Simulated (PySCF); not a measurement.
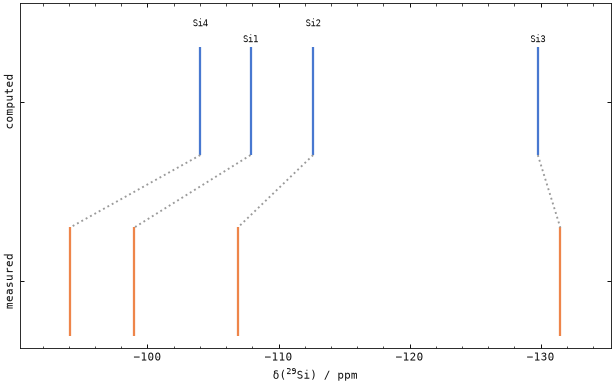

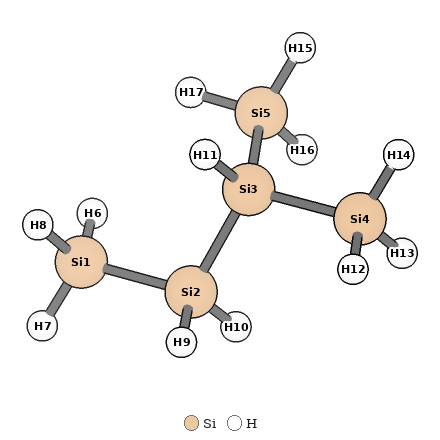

²⁹Si shifts of Si₅H₁₂, SMILES [SiH3][SiH2][SiH]([SiH3])[SiH3] against TMS: GIAO BP86/pcSseg-1 (PySCF 2.14.0) for one gas-phase conformer (PBE0-D3(BJ)/def2-SVP, like atoms averaged; labels name one atom of each set) above, published measurements (unstated) below; dotted lines join the same nuclei. Only nuclei with a measured value are shown, one named for each set of like atoms.

How well does the calculation match?

Answer. Mean error −5.7 ppm, mean absolute error 6.6 ppm; the largest is −9.9 ppm, for Si4.

Give the values.

Answer.
| nucleus | computed | measured |
| --- | --- | --- |
| Si4 | −104.0 | −94.1 |
| Si1 | −107.9 | −99.0 |
| Si2 | −112.6 | −106.9 |
| Si3 | −129.8 | −131.5 |
